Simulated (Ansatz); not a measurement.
# GaSi2: the cost of one run

Program: Ansatz 0.2.0. Level of theory: DFT PBE, scalar-relativistic, plane waves, PAW. These are calculated values, not measurements.

### Step 1. The starting structure

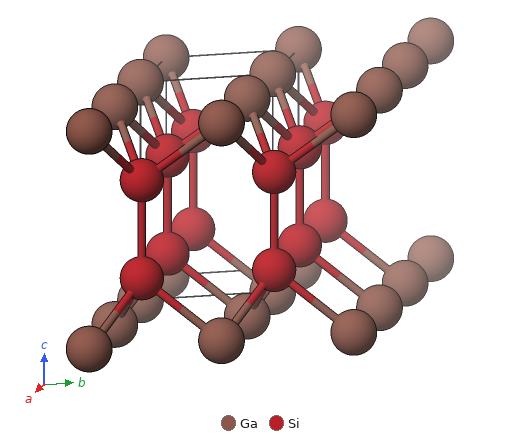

The starting structure, seen slightly off an axis (gallium brown, silicon red). 3×2×1 cells are drawn. Atoms on the faces are drawn again on the opposite ones.

Structure file:

```xyz
3
Lattice="3.2265 0.0000 0.0000 -1.6132 2.7942 0.0000 0.0000 0.0000 5.0862" Properties=species:S:1:pos:R:3 pbc="T T T"
Ga    0.0000    0.0000    0.0000
Si    1.6132    0.9314    3.6873
Si    1.6132    0.9314    1.3989
```

The cell is invented: 4-, 6-connected net, elements by coordination (P-6m2, No. 187). Lengths come from tabulated atomic sizes and are only a guess.

### Step 2. The guess as it stands, on a coarse mesh

File input.yaml:

```yaml
crystal:
  lattice:
    - [3.22648933, 0.0, 0.0]
    - [-1.61324466, 2.79422172, 0.0]
    - [0.0, 0.0, 5.08618101]
  atoms:
    - { symbol: Ga, position: [0.0, 0.0, 0.0] }
    - { symbol: Si, position: [0.66666667, 0.33333333, 0.7249647] }
    - { symbol: Si, position: [0.66666667, 0.33333333, 0.2750353] }
basis:
  ecutwfc: 420
kpoints:
  mp_grid: { grid: [6, 6, 4] }
hamiltonian:
  xc: pbe
scf:
  occupations: { method: gaussian, width: 0.1 }
  lower_state_search: "off"
output:
  forces: true
  stress: true
  eigenvalues: true
```

Started as:

```bash
$ ansatz run input.yaml --threads 1 --pin off --max-ram 2560MiB --backend cpu --events-out ev --progress --plain --runs-dir out
```

**Question.** How long does this run take on 1 thread of Arm Neoverse V2, shared host, and how much memory does it need?

About 1.5 s, with a peak of 0.29 GiB.
